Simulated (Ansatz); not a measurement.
# Gallium, diamond: r²SCAN0 at the r²SCAN geometry

Aim: see what exact exchange does to the levels, and what it costs. Spin polarisation is left out. The geometry was relaxed under r²SCAN beforehand and is kept. Exact exchange is dear, so the k-mesh is coarse, and r²SCAN is run on the same mesh for comparison.

Computed with Ansatz 0.2.0 (DFT, plane waves (500 eV) with PBE-made PAW files, scalar-relativistic; functionals as named at each step, unless a step says otherwise).

### 1 The structure to begin with

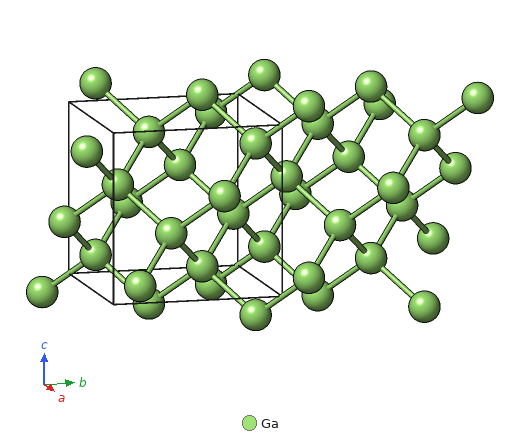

The structure, seen slightly off an axis (gallium green). 1×2×1 conventional cells are drawn; the run uses a primitive one. Any atoms on the faces are drawn again on the opposite ones, and bonded neighbours outside are added.

Coordinates:

```
Ga
1.0
     0.00000    2.88852    2.88852
     2.88852    0.00000    2.88852
     2.88852    2.88852    0.00000
Ga
2
Direct
  0.12500 0.12500 0.12500
  0.87500 0.87500 0.87500
```

### 2 r²SCAN on the coarse mesh

The run with r²SCAN.

File input.yaml:

```yaml
crystal:
  lattice:
    - [0.0, 2.8885239739, 2.8885239739]
    - [2.8885239739, 0.0, 2.8885239739]
    - [2.8885239739, 2.8885239739, 0.0]
  atoms:
    - { symbol: Ga, position: [0.125, 0.125, 0.125] }
    - { symbol: Ga, position: [0.875, 0.875, 0.875] }
hamiltonian:
  xc: r2scan
  pseudopotentials:
    kind: paw
    azcp:
      Ga: "pseudopotentials/Ga.paw.azcp"
basis:
  ecutwfc: 500
  fft_grid_basis: typed
kpoints:
  mp_grid: { grid: [5, 5, 5], shift: [0, 0, 0] }
magnetization:
  spin_polarized: false
scf:
  occupations: { method: fermi_dirac, width: 0.1 }
```

Command:

```bash
$ ansatz run input.yaml --threads 4 --pin off --max-ram 8192MiB --backend cpu --events-out ev --progress --plain --runs-dir out
```

The program printed, shortened:

```text
Warning: RAYON_NUM_THREADS=4 ignored (pool sized by the plan → 4); use --threads N
[...]
Pseudopotentials: kind: paw
Pseudopotential: Ga, paw, valence charge 13, recommended cutoff 500 eV (meta_gga), <dir>
Functional definition: r2SCAN
[...]
Crystal: 2 atoms, lattice volume = 48.201 Å³
Basis set: ecut = 500 eV, 1243 PW (Γ), exchange–correlation on 120×120×120 points (64 copies of the dense FFT grid, shifted against one another)
Bands: 17, of which v1, the nominal top of the filled ones, is band 13 counted from 1 (12 counted from 0)
Symmetry: 48 space group operations
Space group: Fd-3m (ITA 227), of the structure as read, at distance tolerance 3.6e-5 Å
k-points: 10 of 125
[...]
SCF iter   1: F=—  HF=-7579.937525 eV  |F-HF|=—  |Δ(HF+E_count)|=         —  Δρ=1.02e-2  dr2=2.45e-2  dr2_τ=1.82e-3  ethr=1.77e-3  ⟨swp⟩=5.1  Hψ=834  notcnv=0
[...]
SCF iter   6: F=-7579.933185 eV  HF=-7579.933185 eV  |F-HF|=1.86e-9  |Δ(HF+E_count)|=   1.62e-7  Δρ=2.70e-6  dr2=2.37e-9  dr2_τ=4.28e-11  ethr=3.85e-10  ⟨swp⟩=2.0  Hψ=338  notcnv=0
[...]
SCF converged after 6 iterations
Free energy (F): -7579.933185 eV
[...]
E sigma→0 (E₀):  -7579.904587 eV
Entropy (-TS):   -0.057197 eV (-28.598 meV/atom)
Fermi energy:    5.776026 eV
[...]
```

It took 0.75 s on 4 threads of Arm Neoverse V1, shared host; peak memory 0.36 GiB.

### 3 r²SCAN0 on the coarse mesh

The run with r²SCAN0.

Changes to input.yaml since step 2:

```diff
@@ -9,3 +9,3 @@
 hamiltonian:
-  xc: r2scan
+  xc: r2scan0
   pseudopotentials:
```

Command:

```bash
$ ansatz run input.yaml --threads 4 --pin off --max-ram 8192MiB --backend cpu --events-out ev --progress --plain --runs-dir out
```

The program printed, shortened:

```text
Warning: RAYON_NUM_THREADS=4 ignored (pool sized by the plan → 4); use --threads N
[...]
Pseudopotentials: kind: paw
Pseudopotential: Ga, paw, valence charge 13, recommended cutoff 500 eV (meta_gga), <dir>
Functional definition: r2SCAN0
[...]
Crystal: 2 atoms, lattice volume = 48.201 Å³
Basis set: ecut = 500 eV, 1243 PW (Γ), exchange–correlation on 120×120×120 points (64 copies of the dense FFT grid, shifted against one another)
Bands: 17, of which v1, the nominal top of the filled ones, is band 13 counted from 1 (12 counted from 0)
Symmetry: 48 space group operations
Space group: Fd-3m (ITA 227), of the structure as read, at distance tolerance 3.6e-5 Å
k-points: 10 of 125
[...]
SCF iter   1: F=—  HF=-7579.940718 eV  |F-HF|=—  |Δ(HF+E_count)|=         —  Δρ=1.04e-2  dr2=2.53e-2  dr2_τ=1.81e-3  ethr=1.77e-3  ⟨swp⟩=5.9  Hψ=708  notcnv=0
[...]
Frozen-core exchange: fock
[...]
hybrid outer 3: dexx = +1.496e-7 eV, tail = 2.25e-7 eV, Δε = 8.31e-4 eV (about 1.41e-3 eV left of the loop's levels)
hybrid SCF converged: 3 outer / 29 inner (+7 warm-up), last move |dexx| = 1.50e-7 eV, tail = 2.25e-7 eV
Stability not checked: this state was not tested for a lower state beside it, because the functional holds exact exchange (a hybrid, or Hartree-Fock), whose exchange loop this test does not read (fock_operator; see scf.lower_state_search)
Free energy (F): -7577.349090 eV
Frozen-core exchange: fock
[...]
E sigma→0 (E₀):  -7577.329354 eV
Entropy (-TS):   -0.039471 eV (-19.736 meV/atom)
Fermi energy:    5.623209 eV
[...]
--- Band table (eV; the first three rows and the last of 10) ---
  k-point 0: bands = ["-12.5264", "-12.5264", "-12.5264", "-12.4839", "-12.4839", "-12.1306", "-12.1306", "-12.1306", "-12.0746", "-12.0746", "-5.6181", "9.6390", "9.6390", "9.6390", "11.4120"]
[...]
  guard bands above this table: 2 of the run's 17 bands. The solve was not asked for them (output.publish_guard_bands: true or output.eigenvalues: true publishes all)
```

Wall time 8.7 s (4 threads of Arm Neoverse V1, shared host); peak memory 1.1 GiB.

### 4 Side by side

| functional | gap on the mesh | Fermi energy (eV) | SCF cycles | exchange loops | CPU time |
| --- | --- | --- | --- | --- | --- |
| r²SCAN | none (levels filled in part) | 5.776 | 6 | - | 2.3 s |
| r²SCAN0 | none (levels filled in part) | 5.623 | 36 | 3 | 30 s |

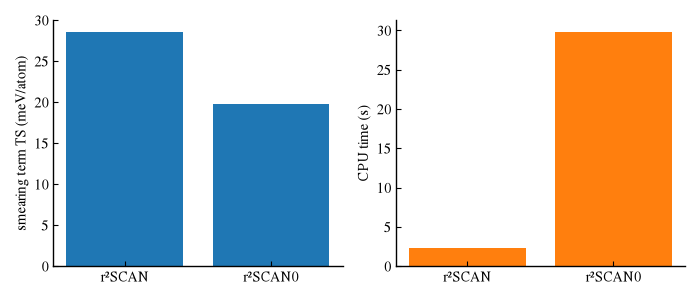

Smearing term and CPU time by functional.

### 5 Summary of results

| quantity | value |
| --- | --- |
| r²SCAN: gap | none (levels filled in part) |
| r²SCAN0: gap | none (levels filled in part) |
| r²SCAN0: SCF cycles, exchange loops | 36, 3 |
| r²SCAN0: CPU time over that of r²SCAN | 13 |
| r²SCAN0: relative to alpha-Ga (Cmce) | +431 meV/atom |

**Reading.** Both r²SCAN and r²SCAN0 leave levels filled in part. r²SCAN0 cost 13 times the CPU time of r²SCAN. The exchange operator of r²SCAN0 was renewed in 3 outer loops. The dense-mesh value adds +0.4 meV/atom, the change that r²SCAN shows between the coarse mesh and its own dense run (not shown). Under r²SCAN0 it lies 431 meV/atom above alpha-Ga (Cmce) (computed apart in the same way); on such meshes a few tens of meV are uncertain for metals. Absolute energies differ from functional to functional, by eV per atom at times, and say nothing by themselves.
